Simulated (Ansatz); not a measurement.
SiC, pressure series

Take SiC (space group P6_3mc, No. 186; a = 3.094 Å, c = 10.129 Å) as the base.

Cell and atoms are relaxed at each pressure.

Method: PBE, PAW, 420 eV (Ansatz, a quantum-chemistry and plane-wave program; without spin-orbit coupling), earlier PAW set.

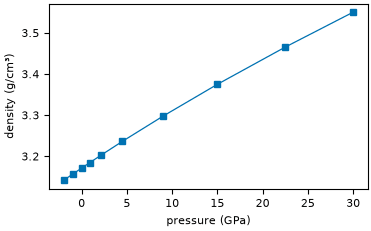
*Density against pressure*

Question: From the plot, what is the density for pressure 22.5 GPa?

Answer: About 3.47 g/cm³.

Question: Is the trend monotonic over the range shown?

Answer: Yes, it rises throughout, spanning 3.14 g/cm³ to 3.55 g/cm³.

Load acts through the strain it causes; cell and atoms are relaxed under it. Stability against distortions was not tested. No other phases were tried under pressure.
